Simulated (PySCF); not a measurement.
**Nd²⁺: ionisation energy with spin-orbit coupling**

Wanted: the ionisation energy of neodymium, up a ladder of methods.

The numbers are computed with PySCF 2.14.0 (two-component X2C-1e, generalised determinants), except any that are marked as measured or tabulated.

## 1. The system

```
Element                                   : neodymium (Z = 60)
Basis                                     : x2c-QZVPPall-2c
Hamiltonian                               : two-component X2C-1e, Gaussian nucleus, no Breit or QED terms; spin-orbit coupling, run by run: off; screened by Boettger's factors
Core shells frozen in the correlated runs : [Ar] 3d10 (for Nd²⁺)
State 1                                   : Nd²⁺: [Xe] 4f4; 4f5/2 filled at m_j = -1/2, +1/2, +3/2, +5/2
Needed too, but not shown                 : Nd³⁺ [Xe] 4f3 (high-spin determinant)
Methods                                   : GHF, GMP2
```

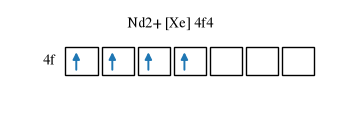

Outer shells as boxes.

A driver program built on PySCF's X2C-1e integrals ran all steps in one process from the settings above; there is no separate input file.

The driver's launch:

```
> OMP_NUM_THREADS=4 python sorun2.py TASK.json OUT
```

The integrals over 213 functions and the set-up took 56 s of CPU time.

## 2. Nd²⁺: the ladder of methods

**GHF (spin-free)**

Output:

```text
cycle= 1 E= -9616.8811725573  delta_E= -9.62e+03  |FDS-SDF|= 0.0749
cycle= 2 E= -9616.9525119340  delta_E= -0.0713  |FDS-SDF|= 0.0645
cycle= 3 E= -9616.9971062477  delta_E= -0.0446  |FDS-SDF|= 0.00842
cycle= 4 E= -9616.9996744010  delta_E= -0.00257  |FDS-SDF|= 0.0022
cycle= 5 E= -9616.9998984898  delta_E= -0.000224  |FDS-SDF|= 0.000446
cycle= 6 E= -9616.9999063870  delta_E= -7.9e-06  |FDS-SDF|= 3.56e-05
cycle= 7 E= -9616.9999064494  delta_E= -6.24e-08  |FDS-SDF|= 9.19e-06
cycle= 8 E= -9616.9999064555  delta_E= -6.15e-09  |FDS-SDF|= 2.17e-06
```

It took 22 s on 4 threads of Neoverse-V2, shared host, the integrals not counted.

Occupied spinors (without spin-orbit coupling the j labels only name the start):

```csv
spinor shell,electrons,mean energy (eV),weight of the nominal j,rms radius (bohr)
1s1/2,2,-43795.8,1.000,0.0269
2s1/2,2,-7207.4,1.000,0.109
2p3/2,4,-6437.8,0.833,0.0979
2p1/2,2,-6437.8,0.667,0.0979
3s1/2,2,-1620.6,1.000,0.283
3p1/2,2,-1373.0,0.667,0.284
3p3/2,4,-1372.3,0.833,0.284
3d3/2,4,-1028.7,0.700,0.262
3d5/2,6,-1027.7,0.800,0.261
4s1/2,2,-352.70,1.000,0.645
4p1/2,2,-269.93,0.667,0.686
4p3/2,4,-268.19,0.833,0.686
4d3/2,4,-148.34,0.700,0.765
4d5/2,6,-144.90,0.800,0.764
5s1/2,2,-62.812,1.000,1.59
5p1/2,2,-40.541,0.667,1.84
5p3/2,4,-39.968,0.833,1.85
4f5/2,4,-24.680,0.643,1.14
```

M_J = 4, ⟨J²⟩ = 24.011, ⟨L²⟩ = 42.008, ⟨S²⟩ = 6.004.

**GMP2 (spin-free)**

This step left no log, only its results.

Time after the integrals: 20 s (4 threads of Neoverse-V2, shared host).

With 30 electrons correlated and 40 very high virtual spinors dropped, the MP2 correlation energy is -1.33155 hartree. Largest pairs: 4d5/2-4f5/2 -0.1334, 4d3/2-4d5/2 -0.1220, 4d5/2-4d5/2 -0.1155, 4f5/2-5p3/2 -0.0817, 4d3/2-4f5/2 -0.0782.

**GHF (screened spin-orbit)**

Output:

```text
cycle= 1 E= -9621.7067629538  delta_E= -9.62e+03  |FDS-SDF|= 0.153
cycle= 2 E= -9621.7846680140  delta_E= -0.0779  |FDS-SDF|= 0.0635
cycle= 3 E= -9621.8228014930  delta_E= -0.0381  |FDS-SDF|= 0.0279
cycle= 4 E= -9621.8310035540  delta_E= -0.0082  |FDS-SDF|= 0.00272
cycle= 5 E= -9621.8314818705  delta_E= -0.000478  |FDS-SDF|= 0.00157
cycle= 6 E= -9621.8316797874  delta_E= -0.000198  |FDS-SDF|= 0.00119
cycle= 7 E= -9621.8320585793  delta_E= -0.000379  |FDS-SDF|= 0.000723
cycle= 8 E= -9621.8322751561  delta_E= -0.000217  |FDS-SDF|= 0.000188
cycle= 9 E= -9621.8322789089  delta_E= -3.75e-06  |FDS-SDF|= 0.000142
cycle= 10 E= -9621.8322809671  delta_E= -2.06e-06  |FDS-SDF|= 0.000123
cycle= 11 E= -9621.8322857170  delta_E= -4.75e-06  |FDS-SDF|= 7.15e-05
cycle= 12 E= -9621.8322878918  delta_E= -2.17e-06  |FDS-SDF|= 1.41e-05
cycle= 13 E= -9621.8322879314  delta_E= -3.96e-08  |FDS-SDF|= 5.71e-06
cycle= 14 E= -9621.8322879342  delta_E= -2.79e-09  |FDS-SDF|= 3.93e-06
```

It took 2.5 min on 4 threads of Neoverse-V2, shared host, the integrals not counted.

The outer occupied spinors:

```csv
spinor shell,electrons,mean energy (eV),weight of the nominal j,rms radius (bohr)
4p1/2,2,-286.21,0.981,0.668
4p3/2,4,-260.86,0.991,0.694
4d3/2,4,-152.58,0.772,0.762
4d5/2,6,-141.84,0.848,0.767
5s1/2,2,-62.766,1.000,1.59
5p1/2,2,-42.984,0.926,1.78
5p3/2,4,-38.875,0.963,1.88
4f5/2,4,-24.682,0.700,1.14
```

M_J = 4, ⟨J²⟩ = 23.432, ⟨L²⟩ = 41.890, ⟨S²⟩ = 5.995. Rows whose weight is well below 1 mix j = l ± 1/2: exchange competes with spin-orbit coupling there.

The determinant has a definite M_J but mixes levels of different J.

**GMP2 (screened spin-orbit)**

No log was kept for this step.

It took 13 s on 4 threads of Neoverse-V2, shared host, the integrals not counted.

With 30 electrons correlated and 40 very high virtual spinors dropped, the MP2 correlation energy is -1.33309 hartree. Largest pairs: 4d5/2-4f5/2 -0.1560, 4d3/2-4d5/2 -0.1258, 4d5/2-4d5/2 -0.1219, 4f5/2-5p3/2 -0.0853, 4d5/2-5p3/2 -0.0641.

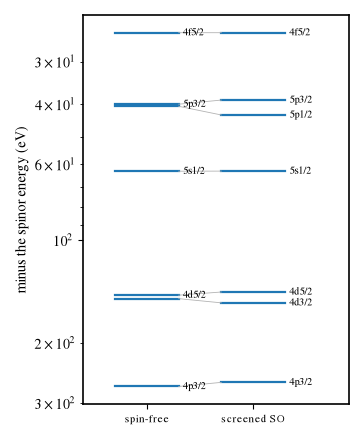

The highest 7 spinor levels of Nd²⁺ on a logarithmic scale, without and with spin-orbit coupling.

## 3. The energy differences

Ionisation energy: Nd²⁺ [Xe] 4f4 [4f5/2^4, M_J = 4] → Nd³⁺ [Xe] 4f3 [4f5/2^3, M_J = 9/2].

```csv
method,value (eV),less the reference (eV)
GHF (spin-free),19.877,-2.213
GMP2 (spin-free),22.038,-0.052
GHF (screened spin-orbit),19.770,-2.320
GMP2 (screened spin-orbit),21.939,-0.151
```

Reference: 22.09 ± 0.04 eV (semi-empirical (NIST evaluation); NIST Atomic Spectra Database, ionization energies). The spin-free rows have the spin-orbit operator switched off. The determinant of Nd2+ mixes levels of different J (the jj label is only the starting occupation), so the difference between spin-free and spin-orbit rows is not the physical spin-orbit shift.

The differences also use runs on Nd³⁺ [Xe] 4f3 (high-spin determinant), which are not shown here.

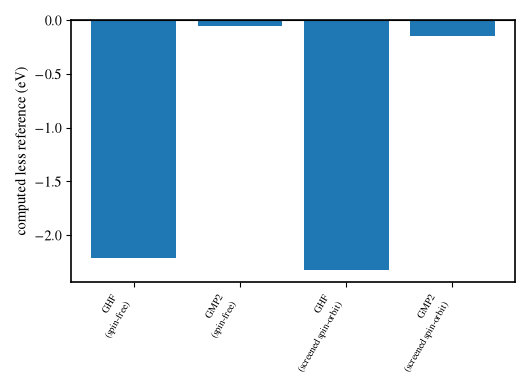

Computed less reference values by method, where the reference is not like for like or is itself uncertain.

## 4. What came out

| quantity | value |
| --- | --- |
| ionisation energy, Nd²⁺ | GHF (spin-free) 19.877, GMP2 (screened spin-orbit) 21.939 eV; reference 22.09 ± 0.04 |

**Reading.** The methods span 2.268 eV, from GHF (screened spin-orbit) (19.770) to GMP2 (spin-free) (22.038). The reference is uncertain or not like for like (spin-orbit coupling or other relativistic terms), so no ranking of close methods is drawn. All values hold for this basis alone; no basis-set limit was taken.
